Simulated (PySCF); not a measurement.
# C2H2Cl3F3Si: what the fields show

| atom | x (Å) | y (Å) | z (Å) |
| --- | --- | --- | --- |
| F | -2.6405 | 0.3796 | -0.6419 |
| C | -1.5616 | -0.3223 | -0.2395 |
| F | -1.4558 | -1.3578 | -1.0862 |
| F | -1.8758 | -0.8334 | 0.9607 |
| Si | 0.0094 | 0.8388 | -0.2120 |
| C | 1.5217 | -0.2173 | 0.3626 |
| Cl | 1.2519 | -0.8609 | 1.9963 |
| Cl | 1.8155 | -1.5587 | -0.7643 |
| Cl | 2.9542 | 0.8314 | 0.3894 |
| H | 0.2372 | 1.2491 | -1.5915 |
| H | -0.2507 | 1.8541 | 0.8005 |

Geometry: GFN2-xTB.

The calculation used PySCF 2.14.0, PBE0/pcSseg-1, SCF density, gas phase, non-relativistic.

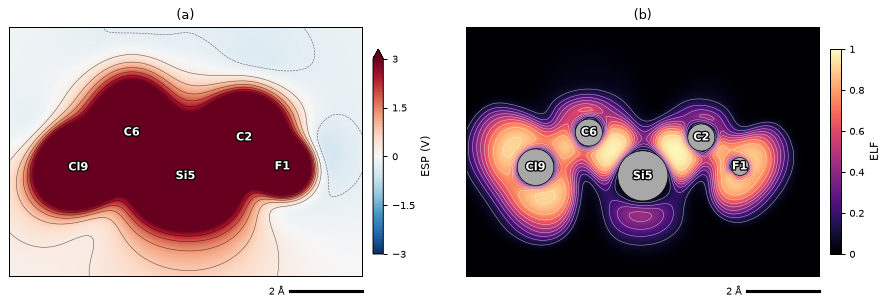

Figure 1. (a) molecular electrostatic potential; (b) electron localisation function on the plane of atoms C2, Si5 and C6. Grey discs cover the atomic cores in the ELF map.

**Interpret the plot.**

The section cuts through F, C, Si and Cl sites.
C–F (1.35 Å): the ELF peaks at about 0.85 between the atoms: a polar covalent bond.
C–Cl (1.78 Å): the ELF peaks at about 0.90 between the atoms, as expected for a covalent bond.
C–Si (1.93 Å): the ELF peaks at about 1 between the atoms; a shared electron pair.
The ELF also peaks beside Cl9 and F1, away from the bonds: lone-pair regions.
Outside the dense part of the molecule the potential is most negative (−0.5 V) near F1.

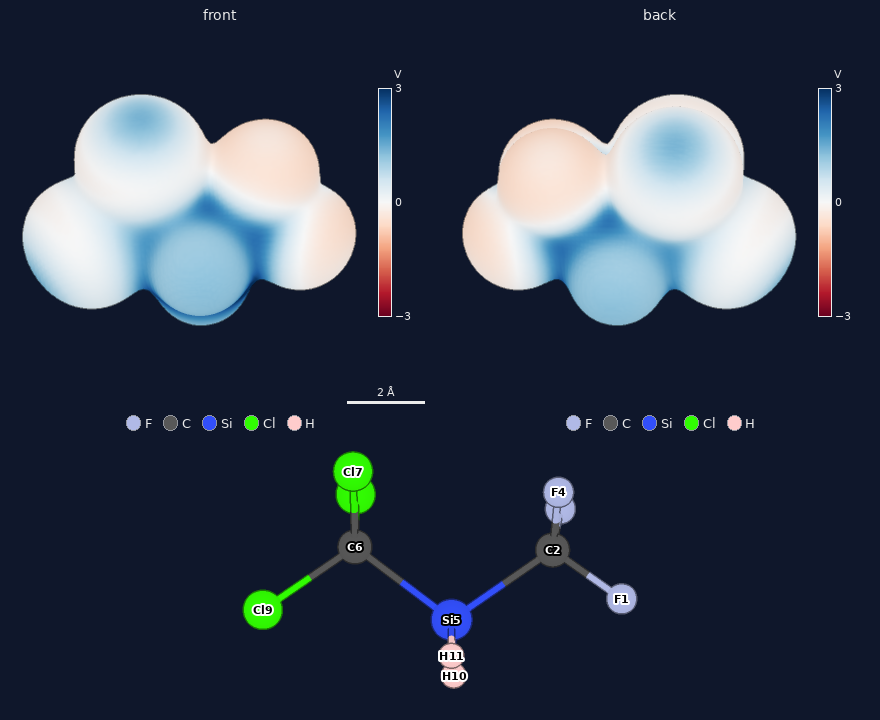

Figure 2. The molecular electrostatic potential painted on the density surface at 0.004 e/bohr³, seen from the front and from behind; the colour scale runs from red (negative) to blue (positive). The bare structure is drawn below in the same view.

**Describe the electrostatic potential map.**

The most negative region (about −0.6 V) lies over F3 and F4, the most positive (about +2.8 V) over Si5. Cl7 shows a σ-hole: about +1.4 V at the tip opposite its bond, against about −0.1 V on its flanks. Cl8 shows a σ-hole: about +1.3 V at the tip opposite its bond, against about −0.1 V on its flanks. Cl9 shows a σ-hole: about +1.4 V at the tip opposite its bond, against about +0.1 V on its flanks.
